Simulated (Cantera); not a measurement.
Feed: 1 mol SiHCl3, 15 mol NH3, 11 mol N2, at 0.180 Torr.

Cantera equilibrium calculation (NASA polynomials, part measured and part estimated; ideal gas, pure solids and liquids). Candidate condensed phases: NH4Cl, Si, Si3N4; 28 gas species. The tables' values for SiCl, SiN, SiCl3 are old estimates; treat these amounts as uncertain. Gases not in the tables: Si2H6 and higher silanes. Kinetics and transport are ignored.

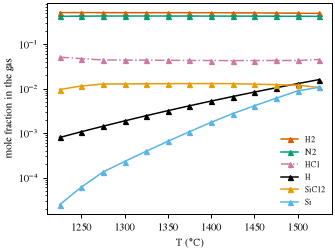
Equilibrium gas composition (values under 1e-9 drawn at 1e-9)

From 1225 °C to 1250 °C the condensed part is Si3N4(s). From 1275 °C to 1400 °C the condensed part is Si(s). From 1425 °C to 1500 °C the condensed part is Si(l). At 1525 °C nothing is condensed. The main Si-bearing gas is SiCl2 at 1225 °C and Si at 1525 °C. The share of Si in condensed phases is highest at 1225 °C (59.0 %) and lowest at 1525 °C (0.0 %).
